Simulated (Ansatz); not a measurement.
```xyz
9

C    -0.4184   -1.2049    0.5445
N     0.0514    0.1626    0.6880
In    0.4087    1.3627   -0.8581
F    -0.4007    1.0827   -2.5967
F     1.3801    3.0347   -0.7731
H    -1.1091   -1.2787   -0.2974
H     0.3808   -1.9379    0.3829
H    -0.9724   -1.5026    1.4410
H     0.6796    0.2815    1.4689
```

Geometry: PBE0-D4/def2-TZVP; core potentials replace the inner electrons of In.

All numbers below come from RKS PBE0-D4/def2-TZVPP in Ansatz 0.2.0.

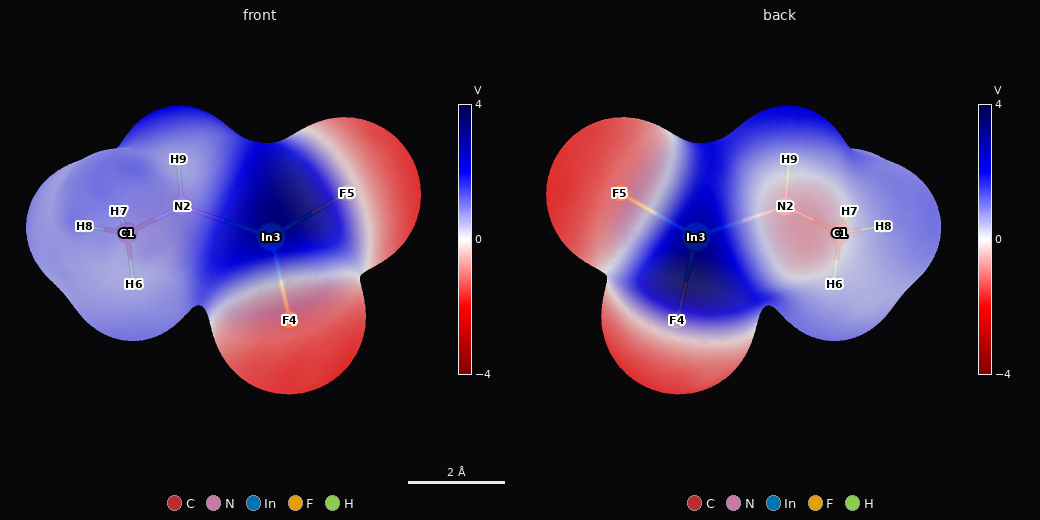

CH4F2InN (SMILES C[NH][In]([F])[F]). The molecular electrostatic potential painted on the density surface at 0.002 e/bohr³, seen from the front and from behind; red is negative and blue positive.

Describe the electrostatic potential map.

Answer. The most negative region (about −1.6 V, or −37 kcal/mol for a unit charge) lies over F4 and F5, the most positive (about +3.6 V, or +83 kcal/mol for a unit charge) over In3.
